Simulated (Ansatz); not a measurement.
**Profile along the N–Ti line in TiN (rock salt)**

TiN (rock salt), conventional cell a = 4.247 Å, b = 4.247 Å, c = 4.247 Å, α = 90.00°, β = 90.00°, γ = 90.00°. The calculation uses the primitive cell of 2 atoms, to which meshes and values per cell refer.

Fields along a shortest N–Ti line of a {100} plane (2.12 Å), from N to Ti, interpolated on the slice's grid (step about 0.2 Å). Calculation: PBE (plane waves to 420 eV, PAW, scalar-relativistic; Ansatz, a first-principles code). k mesh 19×19×19. Inside the PAW spheres the values are not all-electron values, and peaks at nuclei hang on which shells count as valence. TiN is run without spin polarisation. TiN was relaxed with its symmetry unable to fall.

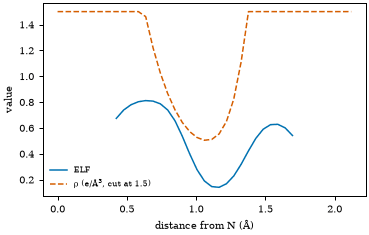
Figure. ELF (away from the nuclei) and valence density from N to Ti.

Density on the N–Ti line (2.12 Å) at its midpoint: 0.50 e/Å³. ELF at that point: 0.19.
